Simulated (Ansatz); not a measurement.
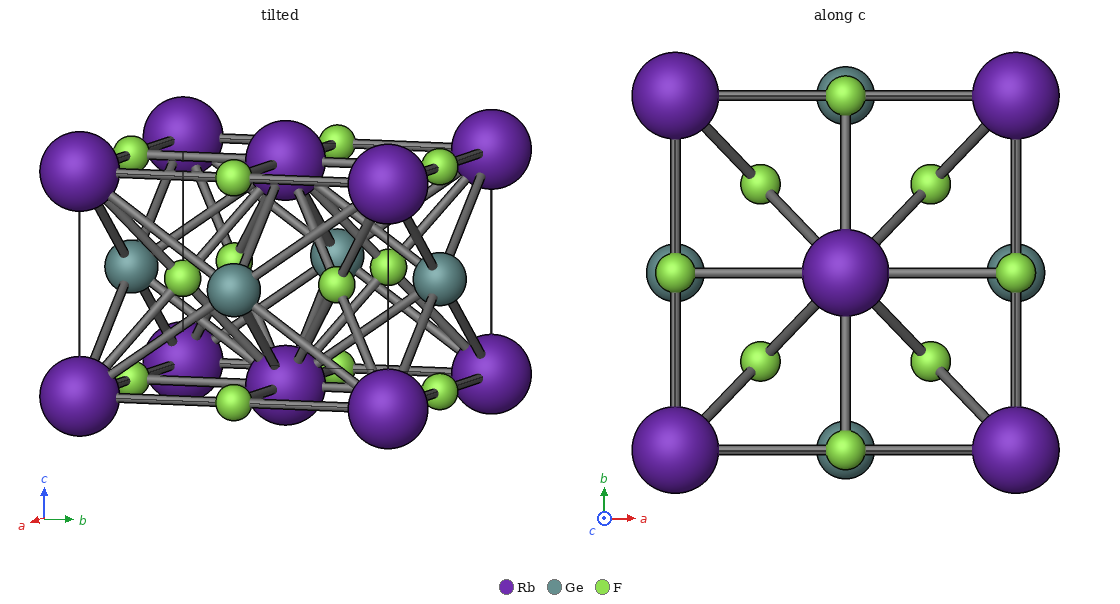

Drawn in the ball-and-stick manner and seen slightly off an axis and along the c axis. One conventional unit cell is outlined, and atoms on its boundary appear in each equivalent place.

RbGeF3, space group Cmmm (No. 65), a = 6.132 Å, b = 6.382 Å, c = 4.424 Å, α = 90.00°, β = 90.00°, γ = 90.00°. The model was built from a structure type filled with these elements by a generator (whether the compound takes this form wasn't checked). The cell was then strained or its atoms displaced on purpose. A calculation with Ansatz used it as input.

This one geometry was computed with Ansatz (DFT, plane waves, PAW) at three levels of theory: r2SCAN, PBE and HSE06. It was relaxed with r2SCAN and then strained.

> Which level gives the highest pressure at this volume, and what does that say about its equilibrium volume?

Highest: PBE (2.5 GPa), which points to the largest equilibrium volume. Lowest, with the smallest volume: r2SCAN (0.0 GPa). Levels within 0.5 GPa of each other can't be told apart.

> How does the band gap change with the level of theory?

PBE: a gap of 1.69 eV, direct; r2SCAN: a gap of 1.92 eV, direct; HSE06: a gap of 2.60 eV, direct.

> Collect the results in a table.

| level | cutoff (eV) | k-mesh of the run's cell | gap (eV) | pressure (GPa) |
| --- | --- | --- | --- | --- |
| r2SCAN | 500 | 6×6×6 | 1.92 | 0.0 |
| PBE | 420 | 6×6×6 | 1.69 | 2.5 |
| HSE06 | 420 | 4×4×4 | 2.60 | 1.3 |

Gaps are taken on the k-mesh or band path of each run.
